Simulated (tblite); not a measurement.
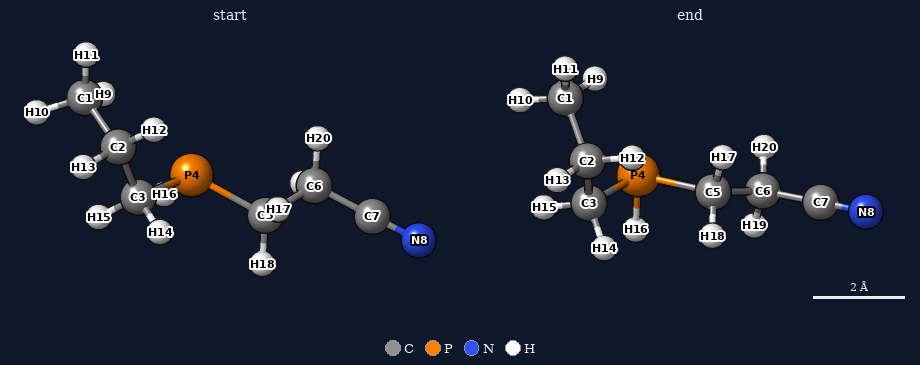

The structure of C$_{6}$H$_{12}$NP before (left) and after (right) a relaxation, at one scale.

A ball-and-stick model, seen from a free direction.

The calculation used tblite 0.8.0, GFN2-xTB geometry optimisation, gas phase. 

Summarise the run.

Answer. The atom that moves furthest after the best rigid fit is H17 (1.22 Å). Largest moves by element: H 1.22 Å, N 1.04 Å, C 0.60 Å, P 0.55 Å. Some distances before and after: P4–H16 1.472 → 1.405 Å, C6–H20 1.126 → 1.094 Å, C2–C3 1.497 → 1.526 Å, C1–H10 1.117 → 1.088 Å. Among the angles between lasting bonds that change: C3–P4–C5 111.9° → 98.7°, C5–P4–H16 107.3° → 94.6°, C3–P4–H16 106.3° → 93.9°. Groups turn about C3–P4 by about 55°, C1–C2 by about 30°, P4–C5 by about 20°. Over 152 geometry steps the energy falls by 89.3 kJ/mol.
